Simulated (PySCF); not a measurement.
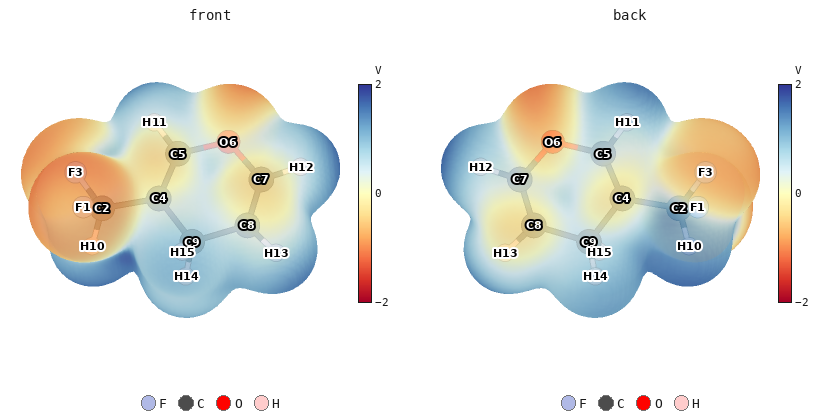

C$_{6}$H$_{6}$F$_{2}$O. The electrostatic potential painted on the density surface at 0.004 e/bohr³, seen from the front and from behind; red is negative and blue positive.

Geometry: GFN2-xTB, NEB image 0 of 0 to 8.

Computed with PBE0/pcSseg-1, SCF density, gas phase, non-relativistic (PySCF 2.14.0).

| atom | x (Å) | y (Å) | z (Å) |
| --- | --- | --- | --- |
| F | 2.4757 | -0.6089 | -1.1902 |
| C | 2.0659 | 0.0374 | -0.0603 |
| F | 2.7048 | 1.2308 | -0.0649 |
| C | 0.5758 | 0.1836 | -0.0386 |
| C | -0.0110 | 1.3496 | -0.2939 |
| O | -1.3450 | 1.5638 | -0.2937 |
| C | -2.1282 | 0.4771 | -0.0134 |
| C | -1.6752 | -0.7394 | 0.2420 |
| C | -0.2093 | -1.0719 | 0.2514 |
| H | 2.4480 | -0.5460 | 0.7949 |
| H | 0.5403 | 2.2530 | -0.5098 |
| H | -3.1738 | 0.7426 | -0.0265 |
| H | -2.3672 | -1.5368 | 0.4555 |
| H | 0.0804 | -1.4871 | 1.2262 |
| H | 0.0144 | -1.8399 | -0.5004 |

> Which sites attract a positive test charge, and which a negative one?

A positive charge is drawn to the negative regions and a negative charge to the positive ones. The most negative region (about −1.0 V, or −23 kcal/mol for a unit charge) lies over F1 and O6, the most positive (about +1.6 V, or +37 kcal/mol for a unit charge) over C2, C9, H10 and H12.
